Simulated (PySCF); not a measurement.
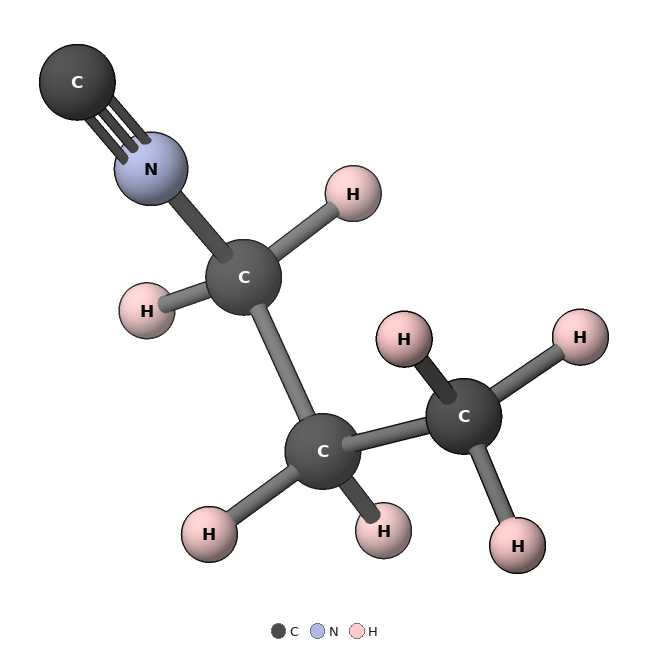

Rendered structure (ball-and-stick style).

Question: Give the formula.

Answer: C4H7N, 12 atoms: 4 carbon, 7 hydrogen and 1 nitrogen.

Question: Does it have rings?

Answer: It has no ring.

Question: How many bonds of each kind are drawn?

Answer: 7 C–H, 2 C–N, 2 C–C.

Question: What is its SMILES?

Answer: [C-]#[N+]CCC

The parts below concern this one geometry. Atoms keep their numbers from picture to picture. The computed structure is the end point of a PBE0-D3(BJ)/def2-SVP optimisation. No frequency run is at hand to confirm it as a minimum.

## Geometry

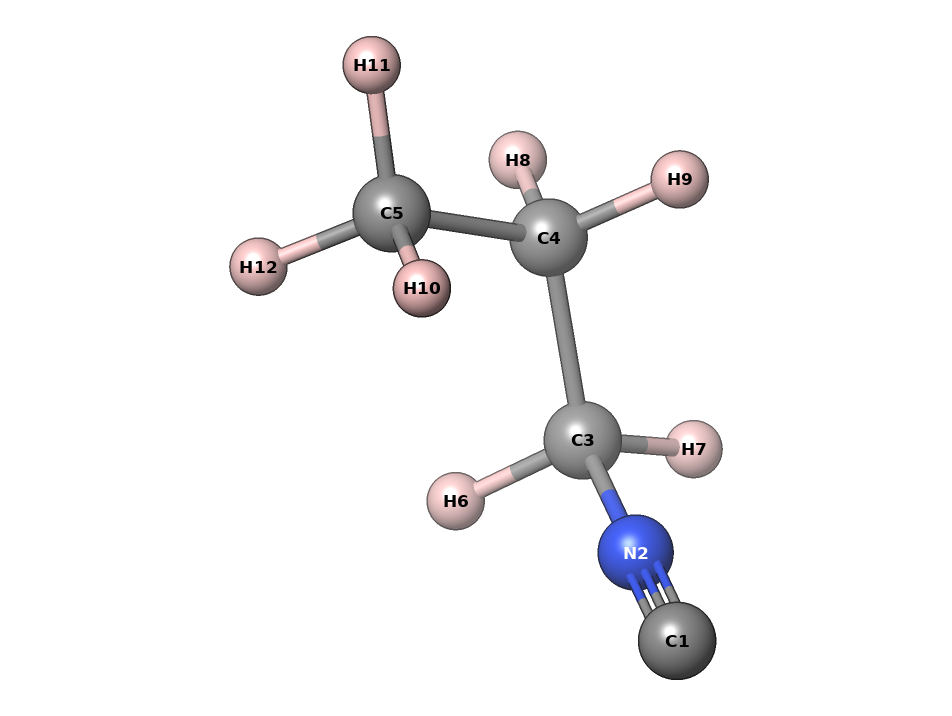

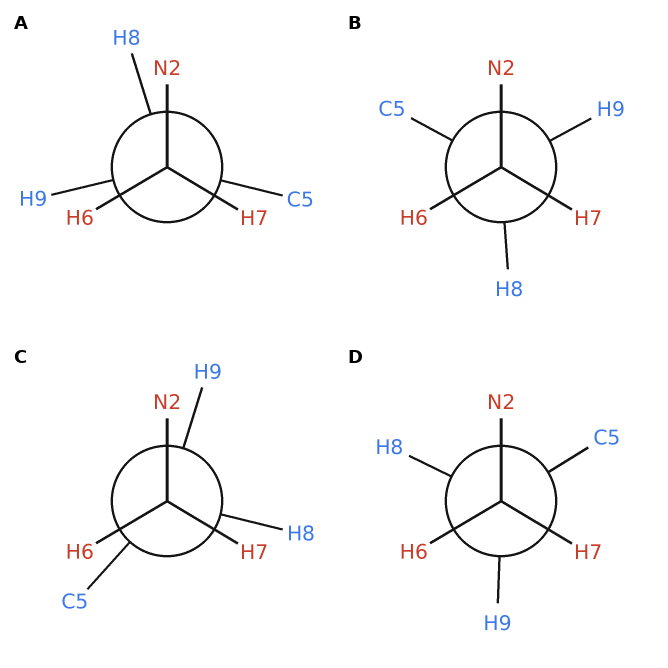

Distant atoms are faded towards the background colour. Bonds that would overlap in a projection are set slightly apart. No frequency run is at hand to confirm it as a minimum.

Question: Which Newman projection shows the view along C3–C4, with C3 in front?

Answer: B. The torsion angle N2–C3–C4–C5 is −61°, synclinal (gauche).

## Electronic properties

No frequency run is at hand to confirm it as a minimum. Level of theory: B3LYP/pcJ-1, gas phase (PySCF 2.14.0).

Computed properties:

- dipole moment: 3.79 D
- HOMO energy (Kohn–Sham orbital): −8.27 eV
- LUMO energy (Kohn–Sham orbital): 0.41 eV
- HOMO–LUMO gap: 8.67 eV

## Spin–spin coupling

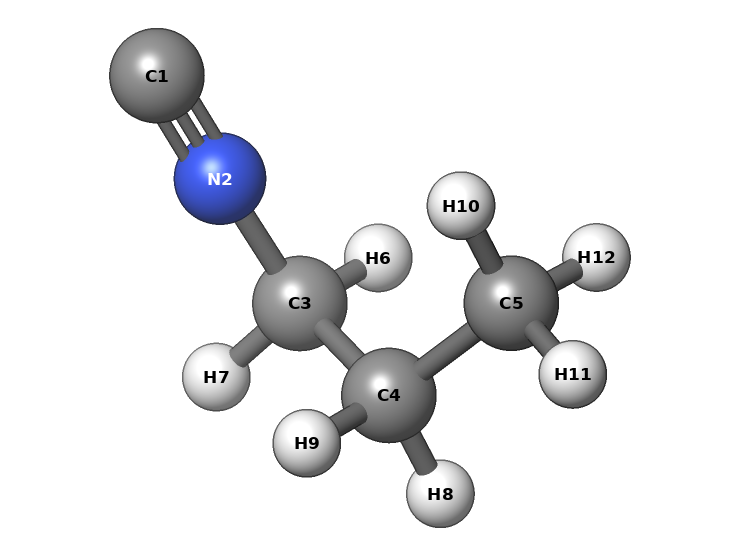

No frequency run is at hand to confirm it as a minimum. Properties computed with B3LYP/pcJ-1 indirect spin-spin coupling, non-relativistic, gas phase (PySCF 2.14.0). Isotopes: 13C, 1H, 15N.

Give the spin–spin coupling constants of these pairs, with the number of bonds between them: C1/N2, N2/C3, N2/H7, N2/H6, N2/C4, N2/H9, N2/H8.

```tsv
pair	bonds apart	J (Hz)
C1, N2	1	−9.1
N2, C3	1	−13.4
N2, H7	2	2.1
N2, H6	2	2.0
N2, C4	2	0.6
N2, H9	3	−1.5
N2, H8	3	−6.9
```

## NMR shielding

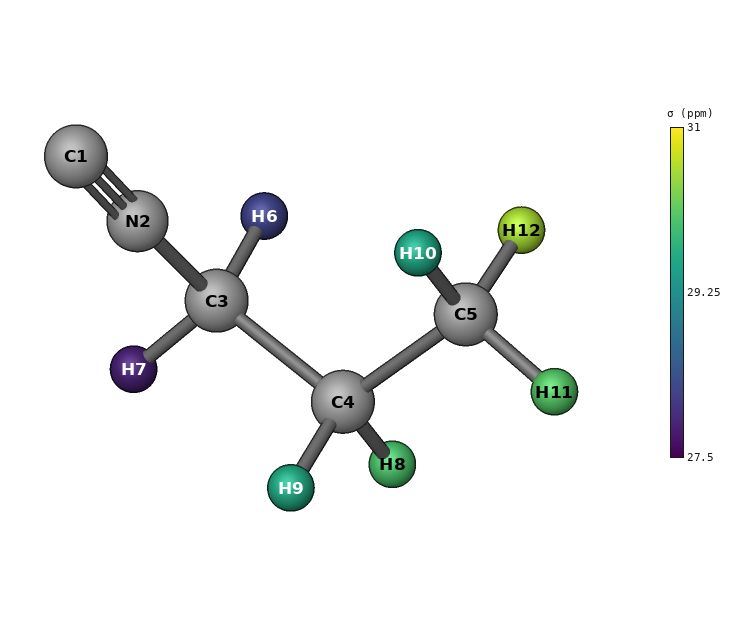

Atoms are coloured by their isotropic NMR shieldings (H only, the others grey). No frequency run is at hand to confirm it as a minimum. Method: GIAO PBE0/pcSseg-1 NMR shielding, non-relativistic, gas phase (PySCF 2.14.0).

Give the isotropic NMR shieldings of the H atoms atom by atom.

| atom | σ (ppm) |
| --- | --- |
| H6 | 28.21 |
| H7 | 27.84 |
| H8 | 30.01 |
| H9 | 29.62 |
| H10 | 29.59 |
| H11 | 30.08 |
| H12 | 30.54 |
